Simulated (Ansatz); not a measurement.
C$_{4}$H$_{4}$N$_{2}$SSi (SMILES N#C[SiH2]c1nccs1)

Input

```
crystal:
  periodic: [false, false, false]
  atoms:
    - {symbol: C, position_ang: [-2.560992, -1.328061, -1.057368]}
    - {symbol: C, position_ang: [-0.518695, 0.913298, -0.812481]}
    - {symbol: C, position_ang: [0.004192, 2.900000, 0.036232]}
    - {symbol: C, position_ang: [-0.417653, 3.329621, -1.210604]}
    - {symbol: N, position_ang: [-3.705669, -1.550074, -1.191140]}
    - {symbol: "N", position_ang: [-0.057563, 1.550238, 0.247473]}
    - {symbol: S, position_ang: [-0.913497, 1.982394, -2.163455]}
    - {symbol: Si, position_ang: [-0.743886, -0.951062, -0.859840]}
    - {symbol: H, position_ang: [-0.271769, -1.542442, 0.427908]}
    - {symbol: H, position_ang: [-0.062964, -1.566684, -2.045498]}
    - {symbol: H, position_ang: [0.370542, 3.563479, 0.833081]}
    - {symbol: H, position_ang: [-0.460366, 4.352977, -1.603222]}
basis:
  gaussian: {orbitals: def2-SVPD}
hamiltonian: {xc: pbe0}
output: {forces: true, orbitals: {seedname: orbitals}}
```

Launched as:

```sh
ansatz run input.yaml --threads 4 --pin off --max-ram 7830MiB --events-out events.jsonl --progress --plain --runs-dir runs
```

Geometry: PBE-D3(BJ)/def2-SVP.

Computed with isolated molecule in a Gaussian basis; Kohn-Sham density functional theory, functional PBE0 in Ansatz 0.2.0.

Predict the electron density and electron localisation function between the atoms.

C–C (1.38 Å): the density is about 2.1 e/Å³ at the midpoint; the ELF peaks at about 0.95 between the atoms: a covalent bond.
C–S (1.72 Å): ρ is about 1.4 e/Å³ halfway; the ELF peaks at about 0.90 between the atoms; localised, covalent bonding.
C–Si (1.88 Å): ρ is about 0.95 e/Å³ halfway; the ELF peaks at about 1 between the atoms: a shared electron pair.
C–H (1.10 Å): the density is about 1.9 e/Å³ at the midpoint; the ELF climbs to about 1 towards the hydrogen, as it does in any bond to H (a covalent bond by its length).

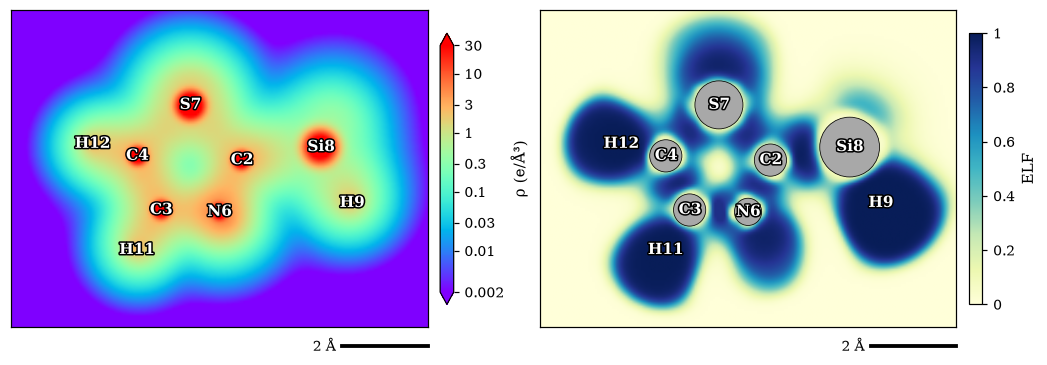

Computed electron density and electron localisation function on the plane of atoms C4, C3 and H11, in this order. Grey discs cover the atomic cores in the ELF map. 
